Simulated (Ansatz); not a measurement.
# AlH$_{6}$NO···NH$_{3}$: what the fields show

Input

```
crystal:
  periodic: [false, false, false]
  atoms:
    - {symbol: Al, position_ang: [-1.399000, -0.209679, -0.829935]}
    - {symbol: N, position_ang: [0.273779, -1.270210, -0.468198]}
    - {symbol: H, position_ang: [-1.042160, 0.444927, -2.248593]}
    - {symbol: H, position_ang: [-2.596105, -1.275226, -0.753259]}
    - {symbol: H, position_ang: [0.636601, 1.216421, 0.979620]}
    - {symbol: O, position_ang: [-1.289651, 0.871796, 0.545389]}
    - {symbol: H, position_ang: [0.953764, -0.611934, -0.027671]}
    - {symbol: N, position_ang: [1.605836, 0.916095, 0.848328]}
    - {symbol: H, position_ang: [0.686056, -1.651085, -1.312744]}
    - {symbol: H, position_ang: [0.115793, -2.038413, 0.174825]}
    - {symbol: H, position_ang: [-2.079225, 1.101218, 1.031015]}
    - {symbol: H, position_ang: [2.080178, 1.627653, 0.306305]}
    - {symbol: H, position_ang: [2.053935, 0.878337, 1.755016]}
basis:
  gaussian: {orbitals: def2-TZVPP}
hamiltonian: {xc: pbe0, dispersion: d4}
output: {orbitals: {seedname: orbitals}}
```

Launched as:

```sh
ansatz run in.yaml --threads 4 --pin off --events-out ev --progress --plain --max-ram 9574MiB
```

The product side of a reaction path; geometry: PBE0-D4/def2-TZVP.

Method: Ansatz, RKS PBE0-D4/def2-TZVPP.

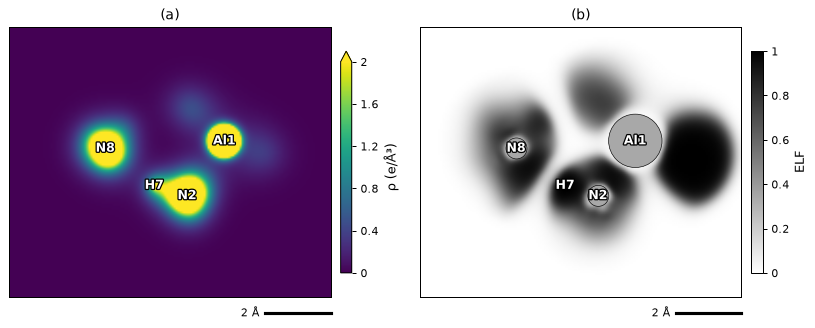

Figure 1. (a) electron density; (b) ELF on the plane of atoms Al1, N2 and H7. Grey discs cover the atomic cores in the ELF map.

> Describe what can be read from this map.

Atoms in the plane: Al, N and H.
N8···H7 (1.88 Å): the density falls to about 0.25 e/Å³ on the way; the ELF dips to about 0.20 between them; by its geometry a hydrogen bond between the two molecules, with no shared pair.
Al–N (2.01 Å): ρ at the midpoint is about 0.54 e/Å³; the ELF peaks at about 0.95 in the valence shell of N, 0.7 Å from its nucleus, and is about 0.75 at the midpoint.

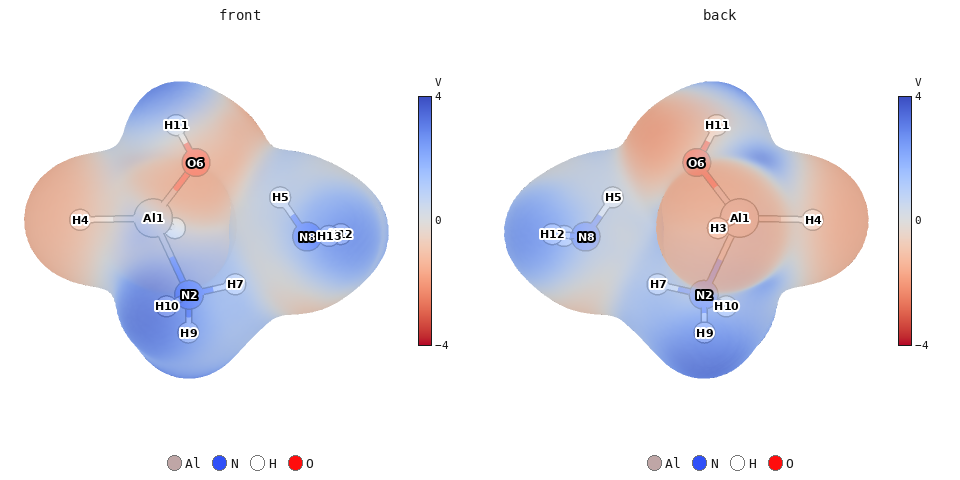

Figure 2. The molecular electrostatic potential painted on the density surface at 0.004 e/bohr³, seen from the front and from behind; the colour scale runs from red (negative) to blue (positive).

> Which sites attract a positive test charge, and which a negative one?

A positive charge is drawn to the negative regions and a negative charge to the positive ones. The most negative region (about −1.8 V, or −42 kcal/mol for a unit charge) lies over O6, the most positive (about +3.1 V, or +71 kcal/mol for a unit charge) over H9 and H10. O6 is the likeliest acceptor of a hydrogen bond.

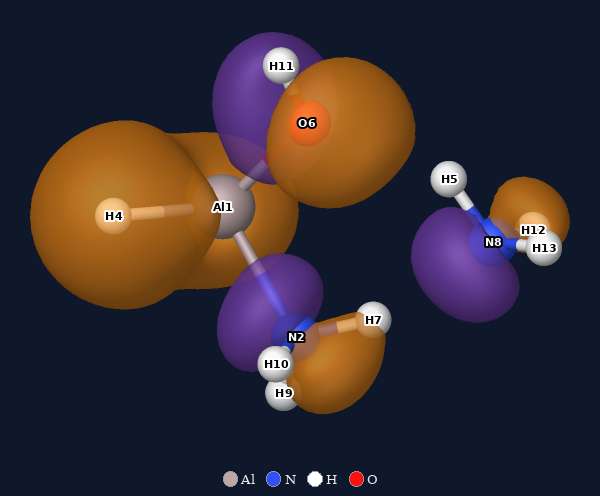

Figure 3. The HOMO−1 at ±0.08 Å⁻³ᐟ² (orange and purple are the two phases), seen across its widest extent.

> Where does this orbital lie, and at what energy?

It lies mainly on O6 (about 30 %), Al1 (about 20 %), H4 (about 20 %), H3 (about 10 %), N2 (about 10 %) and N8 (about 5 %). Its energy is −7.94 eV.
